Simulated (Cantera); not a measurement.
Charge: 1 mol MgO, 2.2 mol CO, 14 mol H2, held at 0.000200 bar.

Equilibrium computed with Cantera from the NASA thermochemical tables; the gas is ideal and each condensed phase is pure. Candidate condensed phases: C, C6H6, C7H8, C8H18, H2O, Mg, MgCO3, MgO, Mg(OH)2; 116 gas species. Rates play no part.

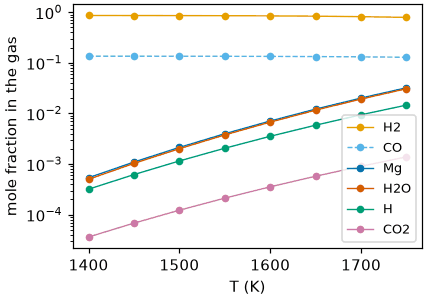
Fig. 1. Equilibrium gas composition (values under 1e-9 drawn at 1e-9)

From 1400 K to 1750 K the condensed part is MgO(s). The main Mg-bearing gas is Mg throughout. The share of Mg in condensed phases is highest at 1400 K (99.1 %) and lowest at 1750 K (45.6 %).
